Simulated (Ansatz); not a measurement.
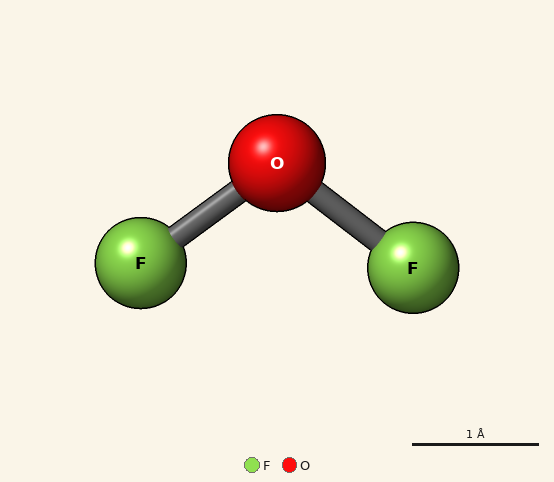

Rendered structure (ball-and-stick style). Every bond is drawn as one stick, whatever its order.

Identify the structure.

Formula OF2. As SMILES it reads `FOF`. This geometry has C2v symmetry. Coordination: 1 O bent.

The parts below concern this one geometry. Atoms keep their numbers from picture to picture. The computed structure is the end point of a PBE0-D4/def2-TZVP optimisation.

Electronic properties

Properties computed with RKS r2SCAN-D4/def2-TZVPP (Ansatz 0.2.0).

**Estimate the vertical ionisation energy.**

12.75 eV.

**What is the HOMO energy (Kohn–Sham orbital)?**

−7.90 eV.

**Estimate the dipole moment.**

0.25 D.

**Estimate the HOMO–LUMO gap.**

4.61 eV.

Vibrations

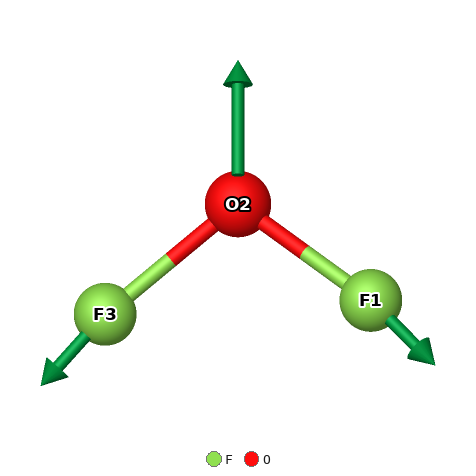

The arrows show one normal mode. Harmonic vibrations computed with RKS PBE0-D4/def2-TZVP (Ansatz 0.2.0) at a stationary point of the same level.

**Describe the motion.**

Mostly in-phase stretching of 2 F–O bonds.

**Estimate its harmonic wavenumber.**

1066 cm⁻¹; it is mode 3 of 3 counted from the lowest.

Charges

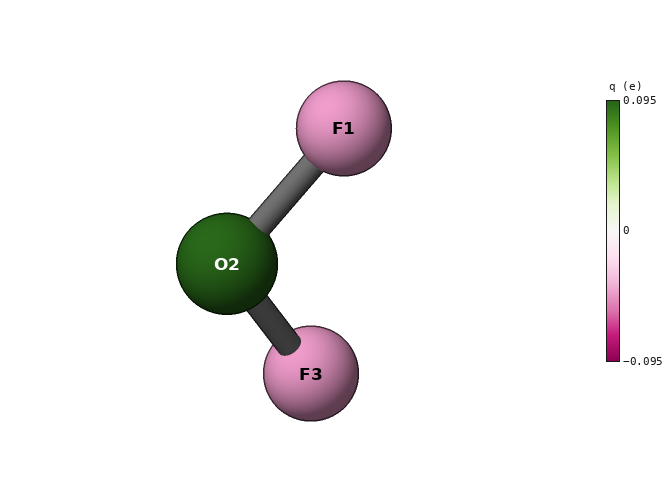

Atoms are coloured by their Mulliken charges. Level of theory: RKS PBE-D4/def2-TZVPP (Ansatz 0.2.0).

Give the Mulliken charges atom by atom.

```csv
atom,value (e)
F1,−0.05
O2,0.09
F3,−0.05
```

Mulliken values depend strongly on the basis set and can even reverse the polarity of a bond.
